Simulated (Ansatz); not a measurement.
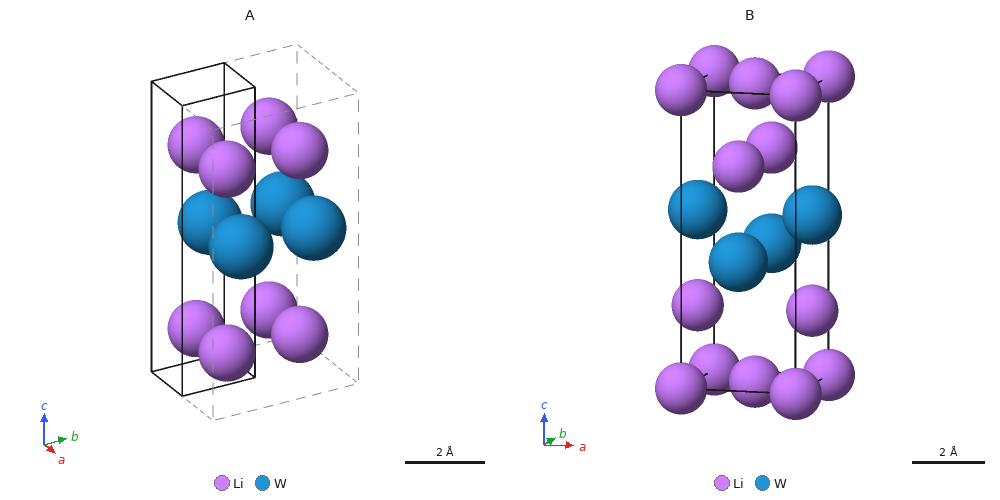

Two structures of Li$_{2}$W, each relaxed to rest (conventional cells in solid outline, small ones repeated, not to one scale). Method: Ansatz 0.2.0, DFT PBE, scalar-relativistic, plane waves, PAW, without spin polarisation.

> State the structure in each panel.

A: 3 atoms a cell on a primitive hexagonal lattice, P-6m2. B: 6 atoms a cell on a primitive tetragonal lattice, P4/nmm.

> Which structure wins energetically, and by what margin?

A is lower, by 146 meV/atom at this level of theory (energies at zero smearing). Volumes: A 16.4, B 15.9 Å³/atom.

One or both may be structure types tried for this composition rather than known phases.
